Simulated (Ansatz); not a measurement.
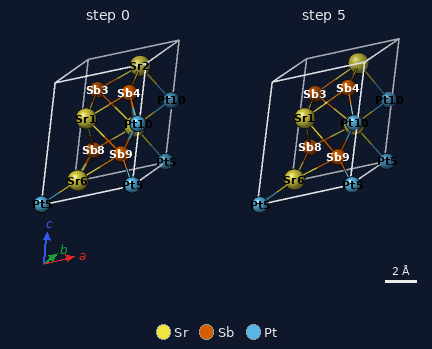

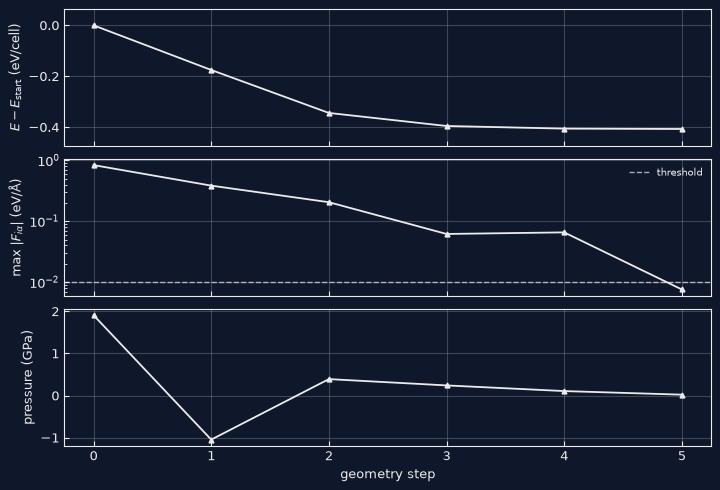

First and last geometry of a relaxation of a crystal of Sr2Sb2Pt (built on the K2Te2Pd-71 type type), with the history of the run. Style: ball-and-stick. Shown: the cell of the calculation, reduced to other axes, slightly off an axis. Lengths and directions refer to the drawn axes.

Case: shaken.

Method: DFT, PBEsol, plane waves, PAW (Ansatz). (plane-wave cutoff 420 eV; k-point mesh 6 × 6 × 6; occupations fermi dirac; smearing width 0.05 eV; no spin polarisation; cell and atoms relaxed; force threshold 0.01 eV/Å; at most 120 steps)

**Read the history and describe the run.**

The run was cut off at its time limit before the program reported convergence, but its last step already meets the force threshold: the largest component is 0.0076 eV/Å against 0.01 eV/Å. The pressure is within 0.02 GPa of its target. The largest moves relative to the cell, 0.33 Å, are those of Sb and Pt atoms. By element the largest moves are Sb 0.33 Å, Pt 0.32 Å, Sr 0.25 Å. The drawn cell changes as follows: a 6.188 → 6.298 Å (+1.8 %), b 6.329 → 6.298 Å (−0.5 %), c 8.184 → 8.238 Å (+0.7 %), β 71.8° → 71.1°, γ 70.7° → 69.2°; the volume changes by +0.8 %. Some distances before and after: Sb–Sr 3.302 → 3.533 Å, Sb–Sr 3.113 → 3.340 Å, Pt–Sr 3.266 → 3.491 Å, Sb–Sr 3.435 → 3.244 Å. The space group (tolerance 0.01 Å) goes from P1 (No. 1) to C2/c (No. 15). The energy falls by 0.407 eV per cell of the calculation in 5 geometry steps. Largest force component: 0.83 eV/Å at the start, 0.0076 eV/Å at the end. Pressure: 1.91 GPa at the start and 0.02 GPa at the end.
